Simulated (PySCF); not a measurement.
In(F)(Cl)2(OH2), H2Cl2FInO, singlet at its B3LYP/def2-SVP optimised geometry (Å):

```
7

In    -0.5151     0.0241     0.0000
F     -1.4374     1.7919     0.0000
Cl     1.8237     0.0241     0.0000
Cl    -1.8237    -1.7919    -0.7163
O     -1.3046     0.3224     2.1529
H     -2.0333    -0.2551     2.4300
H     -1.7077     1.1743     1.8769
```

Level of theory: B3LYP/def2-TZVP, def2 effective core potentials past Kr run with PySCF. The core electrons that the potentials of In replace are not part of the density. Cells within 0.4 Å of a nucleus heavier than hydrogen are left out (blank, or x).

Map of the log10 of the electron density (e/bohr³), floored at −4 on the plane z = 0.0 Å:

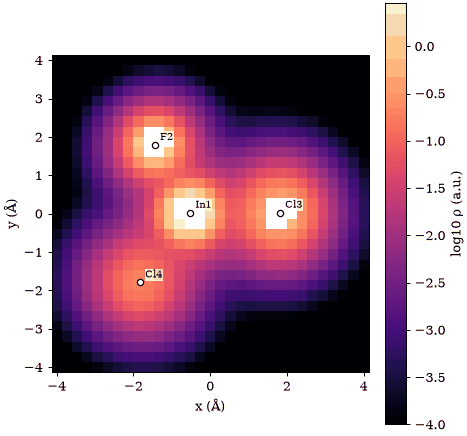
Figure: Log10 of the electron density (e/bohr³), floored at −4 on the plane z = 0.0 Å.
